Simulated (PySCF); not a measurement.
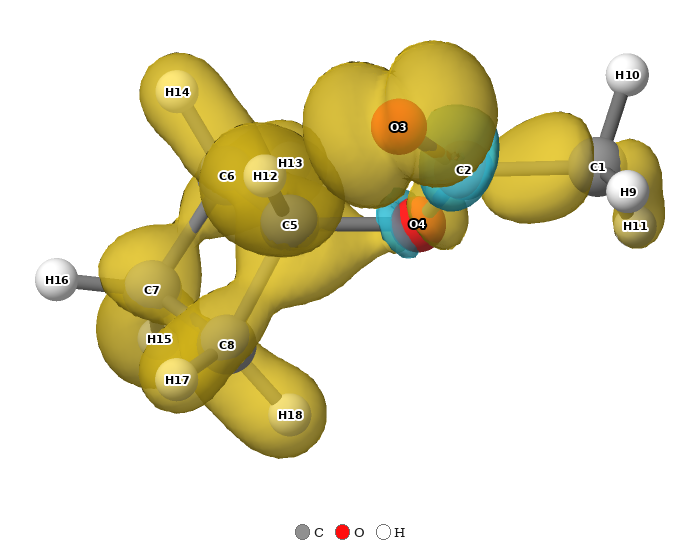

Figure 1: C6H10O2 (SMILES CC(=[O+])OC1CCC1) (charge +1, doublet). Isosurfaces of the spin density at +0.015 (yellow) and −0.015 e/Å³ (cyan), seen at a tilt.

Geometry: GFN2-xTB.

Theory: UKS B3LYP, pcH-1 on C H O, non-relativistic, mean-field spin-orbit, GIAO (PySCF).

| atom | x (Å) | y (Å) | z (Å) |
| --- | --- | --- | --- |
| C | 3.1164 | -0.3503 | -0.5821 |
| C | 1.8589 | -0.1977 | 0.2041 |
| O | 1.8202 | -0.1559 | 1.4174 |
| O | 0.7530 | -0.1009 | -0.5071 |
| C | -0.4213 | 0.0522 | 0.2896 |
| C | -1.3340 | 1.2312 | -0.0056 |
| C | -2.5132 | 0.2671 | -0.0615 |
| C | -1.5653 | -0.9204 | 0.0572 |
| H | 3.7273 | -1.1408 | -0.1490 |
| H | 3.6894 | 0.5748 | -0.5083 |
| H | 2.8809 | -0.5604 | -1.6220 |
| H | -0.0289 | 0.0419 | 1.3467 |
| H | -1.0711 | 1.7085 | -0.9544 |
| H | -1.3965 | 2.0270 | 0.7392 |
| H | -3.0682 | 0.2989 | -1.0045 |
| H | -3.2497 | 0.3681 | 0.7359 |
| H | -1.7910 | -1.6400 | 0.8465 |
| H | -1.4156 | -1.4968 | -0.8604 |

Q: Which atoms carry the spin?

A: The unpaired spin (1 electron) lies mostly on O3 (about 0.5) and C5 (about 0.1), in electrons by Hirshfeld's partition.
